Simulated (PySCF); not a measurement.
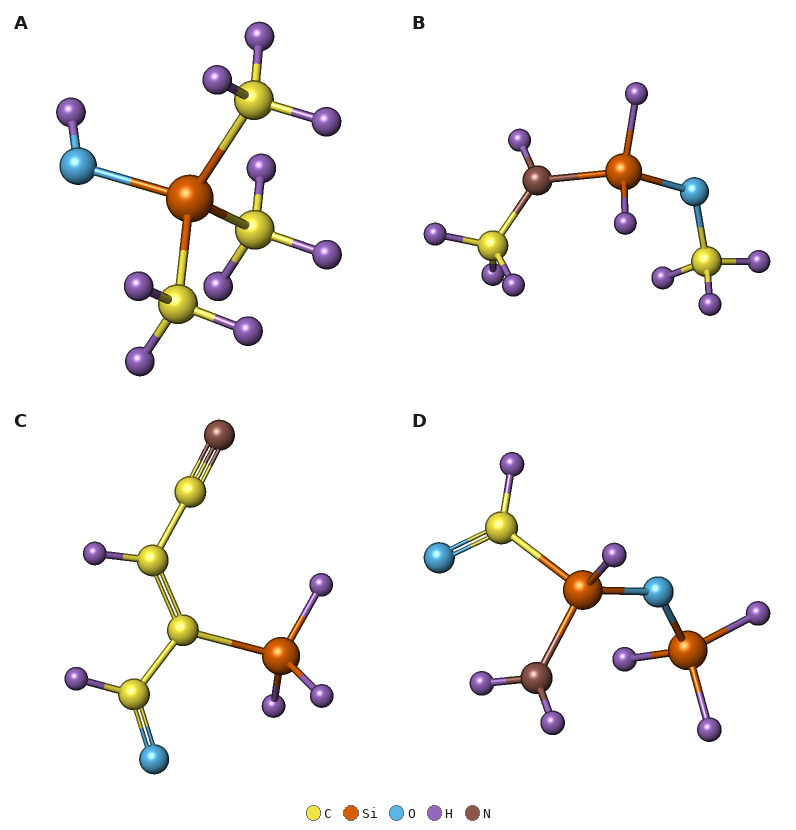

(Drawn from a calculation with PySCF.)

Which panel belongs to which SMILES?
(1) CN[SiH2]OC
(2) N#C/C=C(\[SiH3])C=O
(3) C[Si](C)(C)O
(4) N[Si@H](C=O)O[SiH3]

A is (3), B is (1), C is (2), D is (4).
